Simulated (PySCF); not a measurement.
SMILES Cl[Si](Cl)(Cl)/C=C\Br at its PBE/def2-SVP optimised geometry (Å):

```
9

Cl    -1.0310    -2.7633    -1.7338
Si    -0.3735    -1.8450     0.0000
Cl     1.6921    -1.8450     0.0000
Cl    -1.0314    -2.9499     1.6164
C     -1.0718    -0.1181     0.0000
C     -0.9161     0.8453     0.9285
Br     0.0881     0.6647     2.5178
H     -1.6921     0.1484    -0.8754
H     -1.3711     1.8450     0.8402
```

Computed with PySCF with PBE/def2-TZVP. Cells within 0.4 Å of a nucleus heavier than hydrogen are left out (blank, or x).

Map of the Laplacian of the electron density (e/bohr⁵), clipped to [-1.50, 1.50] on the plane z = 0.8 Å:

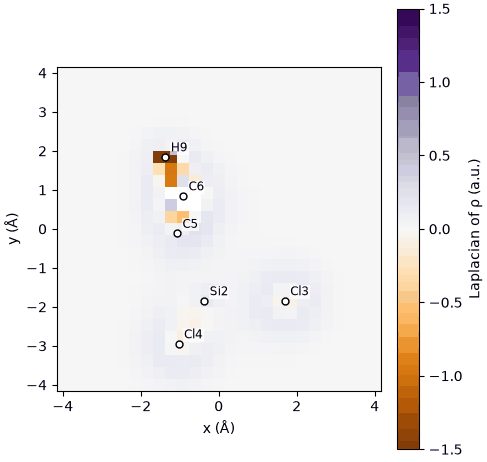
Figure: Laplacian of the electron density (e/bohr⁵), clipped to [-1.50, 1.50] on the plane z = 0.8 Å.
